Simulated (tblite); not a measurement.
# Run report: Si3N2H10, geometry relaxation (part 2 of 2)

Continued. System: Si3N2H10, SMILES [SiH3]N[SiH2]N[SiH3]. Method: GFN2-xTB geometry optimisation, gas phase (tblite 0.8.0). 

Geometry of the input (Å):
```
Si -2.7084  -0.3325  -0.2366
N  -1.3244  0.5763  0.0500
Si 0.0381  -0.4099  -0.0312
N  1.1900  0.7876  0.0964
Si 2.7239  0.1142  0.2434
H  -2.8727  -1.4059  0.7587
H  -3.8569  0.6087  -0.1724
H  -2.6698  -0.8907  -1.6099
H  -1.2028  1.2716  -0.6658
H  0.1298  -1.0728  -1.3506
H  0.0797  -1.3155  1.1564
H  0.9713  1.3288  0.9113
H  3.6853  1.1952  0.3516
H  2.7770  -0.6745  1.4948
H  3.0237  -0.7371  -0.9420
```

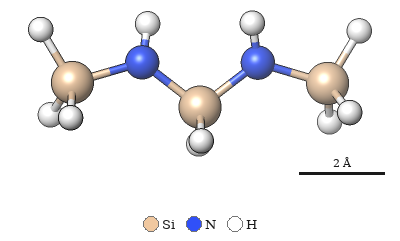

**Figure 1.** The geometry at step 57 of the log (ball-and-stick view, seen on its broad side).

### Trajectory as extended XYZ, continued
```
15
Properties=species:S:1:pos:R:3:forces:R:3 step=36 energy=-441.59088
Si   -3.0076   -0.3202   -0.3231    0.0230  -0.0150   0.0240
N    -1.4469    0.3889   -0.0976    0.0360  -0.0590   0.0280
Si    0.0347   -0.5013   -0.0374    0.0430  -0.0510  -0.0080
N     1.3445    0.6045    0.2029    0.0110  -0.0760  -0.0230
Si    3.0091    0.1461    0.3285   -0.0090  -0.0040  -0.0240
H    -3.1899   -1.3263    0.7178    0.0170  -0.0010   0.0370
H    -3.9625    0.7792   -0.1975   -0.0090   0.0380  -0.0050
H    -3.1359   -0.9682   -1.6313   -0.0100   0.0040  -0.0470
H    -1.3723    1.3478   -0.3878    0.0520   0.0890  -0.0150
H     0.3162   -1.2102   -1.2865    0.0290  -0.0020  -0.0510
H    -0.1002   -1.4590    1.0604   -0.0310  -0.0200   0.0550
H     1.1119    1.4701    0.6580   -0.0670   0.0560   0.0190
H     3.7617    1.4017    0.4085   -0.0440  -0.0310   0.0110
H     3.2705   -0.6901    1.5082   -0.0090   0.0430  -0.0050
H     3.3503   -0.6195   -0.8690   -0.0340   0.0300   0.0020
15
Properties=species:S:1:pos:R:3:forces:R:3 step=39 energy=-441.59848
Si   -3.0098   -0.2963   -0.3111    0.0340  -0.0120  -0.0150
N    -1.4232    0.3572   -0.1113    0.0050   0.0240   0.0550
Si    0.0390   -0.5622   -0.0420    0.0430   0.0830  -0.0120
N     1.3250    0.5692    0.2052    0.0630   0.0120  -0.0030
Si    3.0050    0.1702    0.3226    0.0040   0.0170   0.0190
H    -3.2237   -1.2972    0.7287    0.0240   0.0010   0.0360
H    -3.9354    0.8264   -0.2012   -0.0230   0.0880   0.0440
H    -3.1612   -0.9212   -1.6239   -0.0220  -0.0740  -0.1010
H    -1.3178    1.3213   -0.3821    0.0170  -0.0090   0.0050
H     0.3220   -1.2652   -1.2909    0.0420  -0.0320  -0.0810
H    -0.0953   -1.5155    1.0556   -0.0430  -0.0550   0.0880
H     1.0659    1.4368    0.6476   -0.0320  -0.0410  -0.0230
H     3.7268    1.4434    0.4192   -0.0650  -0.0210  -0.0230
H     3.2888   -0.6417    1.5126   -0.0020  -0.0110  -0.0050
H     3.3774   -0.5817   -0.8749   -0.0450   0.0280   0.0170
15
Properties=species:S:1:pos:R:3:forces:R:3 step=42 energy=-441.60195
Si   -3.0079   -0.2892   -0.3099   -0.0120   0.0170  -0.0510
N    -1.4138    0.3497   -0.1091   -0.0020   0.0050   0.0290
Si    0.0445   -0.5791   -0.0441   -0.0150  -0.0460   0.0040
N     1.3227    0.5596    0.2045   -0.0220   0.0090  -0.0140
Si    3.0038    0.1779    0.3225    0.0050  -0.0130   0.0310
H    -3.2278   -1.2872    0.7362    0.0290   0.0400  -0.0220
H    -3.9264    0.8478   -0.1977    0.0540  -0.0090   0.0320
H    -3.1683   -0.9125   -1.6299   -0.0100  -0.0240   0.0160
H    -1.2968    1.3130   -0.3811   -0.0060  -0.0380   0.0090
H     0.3282   -1.2839   -1.2993    0.0190   0.0220   0.0300
H    -0.0978   -1.5359    1.0610   -0.0150   0.0430  -0.0400
H     1.0460    1.4231    0.6437    0.0050  -0.0200  -0.0110
H     3.7088    1.4551    0.4199   -0.0170   0.0490  -0.0210
H     3.2912   -0.6275    1.5138    0.0130  -0.0370   0.0140
H     3.3774   -0.5674   -0.8763   -0.0250   0.0020  -0.0060
15
Properties=species:S:1:pos:R:3:forces:R:3 step=45 energy=-441.60430
Si   -3.0083   -0.2811   -0.3183    0.0210  -0.0110   0.0180
N    -1.4087    0.3425   -0.1079   -0.0160  -0.0630  -0.0020
Si    0.0461   -0.5940   -0.0458   -0.0130   0.0200  -0.0060
N     1.3194    0.5509    0.2064   -0.0030  -0.0590  -0.0200
Si    3.0042    0.1837    0.3295   -0.0220   0.0040  -0.0130
H    -3.2235   -1.2705    0.7378    0.0070   0.0240  -0.0380
H    -3.9153    0.8632   -0.1895    0.0500  -0.0130   0.0000
H    -3.1800   -0.9138   -1.6335   -0.0030   0.0090   0.0330
H    -1.2853    1.3058   -0.3718    0.0080   0.0170  -0.0150
H     0.3425   -1.2996   -1.2976    0.0010   0.0290   0.0260
H    -0.1078   -1.5504    1.0553   -0.0040   0.0230  -0.0120
H     1.0338    1.4162    0.6331   -0.0030   0.0230   0.0220
H     3.6958    1.4717    0.4165   -0.0290   0.0010  -0.0040
H     3.3007   -0.6263    1.5170    0.0090  -0.0070  -0.0050
H     3.3703   -0.5547   -0.8772   -0.0030   0.0010   0.0170
15
Properties=species:S:1:pos:R:3:forces:R:3 step=48 energy=-441.60521
Si   -3.0077   -0.2763   -0.3180   -0.0020  -0.0040   0.0090
N    -1.4050    0.3323   -0.1036    0.0000   0.0110  -0.0220
Si    0.0463   -0.6068   -0.0473    0.0000   0.0060   0.0030
N     1.3162    0.5404    0.2013    0.0000   0.0110   0.0120
Si    3.0030    0.1888    0.3295   -0.0020   0.0010  -0.0040
H    -3.2347   -1.2608    0.7354    0.0020  -0.0220   0.0070
H    -3.8989    0.8772   -0.1864    0.0170   0.0190  -0.0020
H    -3.1888   -0.9060   -1.6312   -0.0020  -0.0040  -0.0010
H    -1.2733    1.2932   -0.3748   -0.0050   0.0040  -0.0080
H     0.3423   -1.3060   -1.3001    0.0060  -0.0010  -0.0010
H    -0.1063   -1.5570    1.0567   -0.0070  -0.0100   0.0040
H     1.0246    1.4020    0.6336    0.0090   0.0010   0.0080
H     3.6784    1.4851    0.4165   -0.0210   0.0030  -0.0010
H     3.3075   -0.6174    1.5178    0.0050  -0.0040  -0.0070
H     3.3801   -0.5452   -0.8754   -0.0010  -0.0100   0.0030
15
Properties=species:S:1:pos:R:3:forces:R:3 step=51 energy=-441.60567
Si   -3.0086   -0.2754   -0.3156   -0.0110   0.0040  -0.0210
N    -1.4040    0.3286   -0.1074    0.0160   0.0220  -0.0100
Si    0.0463   -0.6108   -0.0472    0.0020  -0.0350   0.0090
N     1.3153    0.5368    0.2019   -0.0180   0.0220   0.0160
Si    3.0026    0.1914    0.3286    0.0070  -0.0200   0.0150
H    -3.2401   -1.2617    0.7352    0.0040  -0.0120   0.0100
H    -3.8866    0.8886   -0.1854    0.0040   0.0050   0.0030
H    -3.1942   -0.9036   -1.6297   -0.0040  -0.0010   0.0090
H    -1.2699    1.2895   -0.3783   -0.0110  -0.0060  -0.0050
H     0.3437   -1.3092   -1.3008    0.0050   0.0010   0.0100
H    -0.1075   -1.5626    1.0577   -0.0040   0.0120  -0.0210
H     1.0232    1.3972    0.6363    0.0040  -0.0020   0.0050
H     3.6651    1.4925    0.4161    0.0030   0.0220  -0.0010
H     3.3130   -0.6145    1.5159    0.0030   0.0000  -0.0040
H     3.3853   -0.5432   -0.8731   -0.0010  -0.0120  -0.0160
15
Properties=species:S:1:pos:R:3:forces:R:3 step=54 energy=-441.60596
Si   -3.0074   -0.2760   -0.3163    0.0050   0.0010  -0.0010
N    -1.4028    0.3301   -0.1137    0.0030  -0.0030   0.0010
Si    0.0461   -0.6105   -0.0465    0.0050   0.0040  -0.0030
N     1.3134    0.5381    0.2068    0.0030  -0.0040   0.0110
Si    3.0008    0.1902    0.3297    0.0020   0.0000  -0.0040
H    -3.2330   -1.2637    0.7362    0.0000   0.0060  -0.0050
H    -3.8813    0.8908   -0.1844   -0.0070  -0.0020   0.0030
H    -3.1953   -0.9065   -1.6285   -0.0070  -0.0020   0.0040
H    -1.2706    1.2928   -0.3778   -0.0020  -0.0010  -0.0110
H     0.3500   -1.3093   -1.2977    0.0030  -0.0020  -0.0010
H    -0.1135   -1.5639    1.0546   -0.0030   0.0030   0.0000
H     1.0234    1.4011    0.6367   -0.0070  -0.0010   0.0110
H     3.6607    1.4941    0.4147    0.0030  -0.0010   0.0000
H     3.3150   -0.6179    1.5143    0.0020   0.0040  -0.0010
H     3.3783   -0.5456   -0.8739    0.0000  -0.0020  -0.0040
15
Properties=species:S:1:pos:R:3:forces:R:3 step=57 energy=-441.60607
Si   -3.0059   -0.2761   -0.3170   -0.0050   0.0060   0.0110
N    -1.4018    0.3314   -0.1146   -0.0110   0.0000  -0.0050
Si    0.0470   -0.6093   -0.0468   -0.0030   0.0110  -0.0020
N     1.3133    0.5390    0.2107    0.0080  -0.0030   0.0020
Si    3.0007    0.1890    0.3292    0.0010   0.0150  -0.0070
H    -3.2301   -1.2636    0.7356    0.0010   0.0010   0.0010
H    -3.8827    0.8888   -0.1836    0.0000  -0.0040   0.0010
H    -3.1961   -0.9081   -1.6275   -0.0040  -0.0030  -0.0080
H    -1.2721    1.2937   -0.3808    0.0070  -0.0020  -0.0110
H     0.3520   -1.3086   -1.2973    0.0050  -0.0010  -0.0040
H    -0.1154   -1.5618    1.0538   -0.0020  -0.0060   0.0070
H     1.0225    1.4023    0.6398    0.0020  -0.0070   0.0090
H     3.6618    1.4929    0.4144    0.0000  -0.0100  -0.0030
H     3.3149   -0.6184    1.5138    0.0050  -0.0020   0.0020
H     3.3757   -0.5475   -0.8756   -0.0040   0.0060   0.0070
15
Properties=species:S:1:pos:R:3:forces:R:3 step=60 energy=-441.60620
Si   -3.0068   -0.2738   -0.3162   -0.0080  -0.0050  -0.0060
N    -1.4007    0.3291   -0.1176   -0.0030   0.0040  -0.0060
Si    0.0481   -0.6118   -0.0475   -0.0100  -0.0100   0.0040
N     1.3136    0.5358    0.2160   -0.0090  -0.0010  -0.0120
Si    3.0022    0.1913    0.3279   -0.0040  -0.0020   0.0120
H    -3.2330   -1.2618    0.7347    0.0020  -0.0020   0.0120
H    -3.8784    0.8944   -0.1813   -0.0040  -0.0020   0.0010
H    -3.2025   -0.9072   -1.6259   -0.0020   0.0050  -0.0040
H    -1.2698    1.2900   -0.3887    0.0090   0.0000  -0.0100
H     0.3547   -1.3118   -1.2980    0.0040   0.0070   0.0060
H    -0.1173   -1.5642    1.0536   -0.0010   0.0000  -0.0030
H     1.0195    1.3973    0.6467    0.0110  -0.0060   0.0090
H     3.6563    1.4975    0.4137    0.0130   0.0030  -0.0060
H     3.3197   -0.6152    1.5125    0.0080  -0.0010  -0.0010
H     3.3782   -0.5462   -0.8758   -0.0060   0.0100   0.0030
15
Properties=species:S:1:pos:R:3:forces:R:3 step=63 energy=-441.60666
Si   -3.0104   -0.2697   -0.3155    0.0150  -0.0300  -0.0260
N    -1.4001    0.3269   -0.1296    0.0260  -0.0120  -0.0020
Si    0.0469   -0.6169   -0.0486    0.0060  -0.0160   0.0080
N     1.3118    0.5288    0.2291   -0.0200   0.0020  -0.0270
Si    3.0036    0.1974    0.3277   -0.0110  -0.0410   0.0280
H    -3.2330   -1.2571    0.7373    0.0040   0.0070   0.0080
H    -3.8727    0.9031   -0.1740   -0.0230   0.0130  -0.0010
H    -3.2183   -0.9055   -1.6238   -0.0010   0.0190   0.0170
H    -1.2605    1.2822   -0.4163   -0.0130   0.0010  -0.0080
H     0.3663   -1.3161   -1.2972   -0.0030   0.0150   0.0170
H    -0.1250   -1.5689    1.0521   -0.0090   0.0010  -0.0100
H     1.0155    1.3834    0.6716    0.0040   0.0040   0.0120
H     3.6511    1.5062    0.4084    0.0180   0.0190  -0.0040
H     3.3332   -0.6099    1.5092    0.0100   0.0080  -0.0020
H     3.3754   -0.5403   -0.8764   -0.0030   0.0100  -0.0110
15
Properties=species:S:1:pos:R:3:forces:R:3 step=66 energy=-441.60731
Si   -3.0095   -0.2701   -0.3173    0.0040   0.0100   0.0120
N    -1.3986    0.3312   -0.1458    0.0020  -0.0180  -0.0080
Si    0.0454   -0.6152   -0.0486    0.0180   0.0060   0.0110
N     1.3082    0.5283    0.2462    0.0190   0.0190  -0.0210
Si    3.0013    0.1976    0.3297    0.0080  -0.0010  -0.0050
H    -3.2192   -1.2536    0.7422    0.0090   0.0070  -0.0020
H    -3.8771    0.8993   -0.1654   -0.0030  -0.0010  -0.0090
H    -3.2331   -0.9076   -1.6211    0.0040   0.0110   0.0020
H    -1.2554    1.2789   -0.4561   -0.0250  -0.0110  -0.0030
H     0.3837   -1.3107   -1.2931   -0.0060   0.0040   0.0040
H    -0.1396   -1.5656    1.0496   -0.0160  -0.0160   0.0030
H     1.0146    1.3728    0.7095   -0.0070  -0.0030   0.0070
H     3.6578    1.5051    0.3994   -0.0130  -0.0110   0.0020
H     3.3467   -0.6093    1.5056    0.0080  -0.0010   0.0150
H     3.3583   -0.5375   -0.8806   -0.0020   0.0060  -0.0070
15
Properties=species:S:1:pos:R:3:forces:R:3 step=69 energy=-441.60777
Si   -3.0093   -0.2681   -0.3166   -0.0160   0.0210   0.0120
N    -1.3958    0.3279   -0.1565   -0.0130   0.0050   0.0020
Si    0.0481   -0.6168   -0.0465   -0.0030   0.0030   0.0020
N     1.3084    0.5290    0.2506    0.0080   0.0060   0.0030
Si    3.0019    0.1978    0.3307    0.0090   0.0210  -0.0110
H    -3.2144   -1.2492    0.7449    0.0060  -0.0030   0.0090
H    -3.8770    0.9021   -0.1624    0.0120  -0.0090  -0.0060
H    -3.2432   -0.9040   -1.6182    0.0020  -0.0020  -0.0140
H    -1.2553    1.2724   -0.4782   -0.0040  -0.0110   0.0000
H     0.3918   -1.3096   -1.2902    0.0030  -0.0080  -0.0020
H    -0.1501   -1.5697    1.0484   -0.0030  -0.0010  -0.0040
H     1.0118    1.3636    0.7309    0.0080  -0.0090  -0.0010
H     3.6556    1.5069    0.3954   -0.0080  -0.0080   0.0070
H     3.3584   -0.6061    1.5057   -0.0010  -0.0020   0.0070
H     3.3528   -0.5326   -0.8839   -0.0010  -0.0040  -0.0030
15
Properties=species:S:1:pos:R:3:forces:R:3 step=72 energy=-441.60787
Si   -3.0119   -0.2650   -0.3155    0.0020  -0.0090  -0.0030
N    -1.3955    0.3245   -0.1609    0.0000  -0.0010   0.0090
Si    0.0485   -0.6205   -0.0465   -0.0020   0.0010  -0.0040
N     1.3085    0.5256    0.2537   -0.0020  -0.0040  -0.0010
Si    3.0036    0.2014    0.3303   -0.0020  -0.0050  -0.0010
H    -3.2161   -1.2462    0.7465    0.0030   0.0030   0.0050
H    -3.8733    0.9085   -0.1602   -0.0010   0.0030  -0.0030
H    -3.2497   -0.9010   -1.6174    0.0000   0.0050  -0.0010
H    -1.2521    1.2661   -0.4890   -0.0050   0.0000  -0.0010
H     0.3953   -1.3131   -1.2897    0.0030  -0.0040   0.0020
H    -0.1531   -1.5738    1.0474   -0.0030   0.0020  -0.0040
H     1.0098    1.3554    0.7406    0.0070   0.0010   0.0020
H     3.6510    1.5127    0.3942    0.0000   0.0030   0.0070
H     3.3645   -0.6022    1.5053   -0.0010   0.0060  -0.0030
H     3.3541   -0.5289   -0.8845    0.0000  -0.0010  -0.0030
15
Properties=species:S:1:pos:R:3:forces:R:3 step=75 energy=-441.60794
Si   -3.0125   -0.2649   -0.3152    0.0030  -0.0030   0.0020
N    -1.3956    0.3237   -0.1612    0.0010   0.0000   0.0020
Si    0.0482   -0.6212   -0.0472    0.0010  -0.0010   0.0000
N     1.3081    0.5242    0.2553    0.0000  -0.0010  -0.0040
Si    3.0037    0.2022    0.3293    0.0010  -0.0020  -0.0020
H    -3.2141   -1.2443    0.7490   -0.0010   0.0020  -0.0010
H    -3.8723    0.9100   -0.1603   -0.0010   0.0000  -0.0020
H    -3.2519   -0.8989   -1.6177   -0.0010   0.0000   0.0020
H    -1.2521    1.2634   -0.4946   -0.0020   0.0060  -0.0020
H     0.3983   -1.3152   -1.2887    0.0010  -0.0010  -0.0010
H    -0.1560   -1.5747    1.0456   -0.0030  -0.0020   0.0020
H     1.0106    1.3521    0.7460   -0.0010   0.0020   0.0020
H     3.6498    1.5144    0.3953   -0.0020  -0.0010   0.0010
H     3.3664   -0.5995    1.5047    0.0010   0.0000  -0.0010
H     3.3529   -0.5280   -0.8861    0.0010   0.0020   0.0010
```
